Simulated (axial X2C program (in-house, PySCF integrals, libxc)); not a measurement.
# HWF: bond lengths and stretches, held linear

Aim: the two bond lengths and stretching wavenumbers of linear HWF, with and without spin–orbit coupling, at PBE0, HF, LDA, MP2.

The runs use an in-house X2C program for linear molecules on PySCF integrals; all-electron X2C, two-component (2c) or spin-free, H dyall-v3z, W dyall-v3z, F dyall-av3z.

All values are calculated.

2 further runs of the same task are left out: 2 set aside as unsound or not needed.

## Step 1: Input

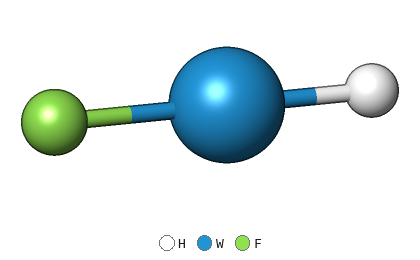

The atoms on one line, bonds 1.690 and 2.010 Å (hydrogen white, tungsten blue, fluorine green).

Input file task.json:

```json
{"zs": [1, 74, 9], "q": 0, "bas": ["dyall-v3z", "dyall-v3z", "dyall-av3z"], "r0": [1.69, 2.01], "symm": 0, "scan": ["PBE0", "HF", "LDA"], "levels": ["PBE0", "HF", "TPSSh"], "nst": 2}
```

Keys: zs atomic numbers; q charge; bas basis sets; r0 starting distance in Å; symm equal bonds; scan levels of the two-bond scan (MP2 follows by itself at each HF point); levels methods; nst determinants followed.

Run with:

```sh
$ python solin.py task.json out
```

Masses H 1.008, W 183.951, F 18.998 u.

## Step 2: Scan at PBE0, 2c

State: Ω = 1 (beyond evenly filled blocks: ω = -3/2, ω = 5/2). Energies above the lowest point, from the job's result record:

| r(H–W) (Å) | r(W–F) (Å) | E (meV) |
| --- | --- | --- |
| 1.7452 | 1.8583 | 45.73 |
| 1.7452 | 1.9060 | 12.10 |
| 1.7452 | 1.9536 | 34.35 |
| 1.7900 | 1.8583 | 28.61 |
| 1.7900 | 1.9060 | 0.00 |
| 1.7900 | 1.9536 | 26.75 |
| 1.7900 | 2.0013 | 96.66 |
| 1.8347 | 1.8583 | 36.46 |
| 1.8347 | 1.9060 | 12.53 |
| 1.8347 | 1.9536 | 43.46 |
| 1.8795 | 1.9060 | 45.82 |
| 1.8795 | 2.0013 | 157.83 |

A quadratic surface with cubic terms in each bond gives the minimum at 1.789 and 1.905 Å, force constants 1.96, 3.9 and coupling 0.32 mdyn/Å.

## Step 3: Scan at HF, 2c

State: Ω = 1 (beyond evenly filled blocks: ω = -3/2, ω = 5/2). Energies above the lowest point, from the job's result record:

| r(H–W) (Å) | r(W–F) (Å) | E (meV) |
| --- | --- | --- |
| 1.7452 | 1.8583 | 94.34 |
| 1.7452 | 1.9060 | 30.52 |
| 1.7452 | 1.9536 | 27.66 |
| 1.7900 | 1.8583 | 60.77 |
| 1.7900 | 1.9060 | 1.95 |
| 1.7900 | 1.9536 | 3.57 |
| 1.7900 | 2.0013 | 52.59 |
| 1.8347 | 1.8583 | 54.20 |
| 1.8347 | 1.9060 | 0.00 |
| 1.8347 | 1.9536 | 5.76 |
| 1.8795 | 1.9060 | 20.62 |
| 1.8795 | 2.0013 | 86.47 |

A quadratic surface with cubic terms in each bond gives the minimum at 1.813 and 1.926 Å, force constants 1.95, 3.86 and coupling 0.31 mdyn/Å.

## Step 4: Scan at LDA, 2c

State: Ω = 1 (beyond evenly filled blocks: ω = -3/2, ω = 5/2). Energies above the lowest point, from the job's result record:

| r(H–W) (Å) | r(W–F) (Å) | E (meV) |
| --- | --- | --- |
| 1.7452 | 1.8583 | 13.58 |
| 1.7452 | 1.9060 | 11.78 |
| 1.7452 | 1.9536 | 61.18 |
| 1.7900 | 1.8583 | 0.00 |
| 1.7900 | 1.9060 | 3.18 |
| 1.7900 | 1.9536 | 57.06 |
| 1.7900 | 2.0013 | 150.26 |
| 1.8347 | 1.8583 | 10.42 |
| 1.8347 | 1.9060 | 18.25 |
| 1.8347 | 1.9536 | 76.29 |
| 1.8795 | 1.9060 | 53.17 |
| 1.8795 | 2.0013 | 215.55 |

A quadratic surface with cubic terms in each bond gives the minimum at 1.787 and 1.879 Å, force constants 1.89, 4.02 and coupling 0.31 mdyn/Å.

## Step 5: The levels side by side

| level | r(H–W) (Å) | r(W–F) (Å) | lower stretch (cm⁻¹) | upper stretch (cm⁻¹) |
| --- | --- | --- | --- | --- |
| PBE0, 2c | 1.789 | 1.905 | 616.0 | 1820.3 |
| HF, 2c | 1.813 | 1.926 | 612.3 | 1816.8 |
| LDA, 2c | 1.787 | 1.879 | 625.0 | 1788.9 |
| MP2, 2c | 1.792 | 1.924 | 607.2 | 1856.3 |
| PBE0, spin-free | 1.789 | 1.908 | 616.6 | 1823.9 |
| HF, spin-free | 1.813 | 1.928 | 612.7 | 1820.1 |
| LDA, spin-free | 1.788 | 1.885 | 627.4 | 1791.3 |
| MP2, spin-free | 1.792 | 1.925 | 607.9 | 1860.1 |

Scans not shown above were run alike.

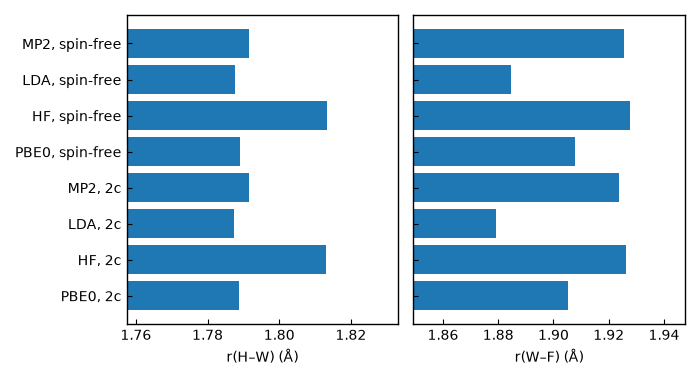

The two bond lengths by level.

What this shows: Over the levels the H–W bond spans 1.787 to 1.813 Å and the W–F bond 1.879 to 1.928 Å. At PBE0 going from spin-free to two-component moves the bonds by -0.000 and -0.002 Å. Each state is one determinant, the lowest of a limited PBE0 search; the stretches come from a fit to few points and are good to some per cent at best. MP2 freezes inner shells (threshold -2 hartree). The molecule was held linear; bending was not examined, so a bent shape may lie lower. Open-shell Ω = 0 determinants with evenly filled partner blocks cannot be reached by this program, so the Ω shown need not be the lowest component. Note: functional without a current term on a determinant with orbital currents, of the molecule or an atom. Note: several unpaired electrons, one determinant need not be a pure state.
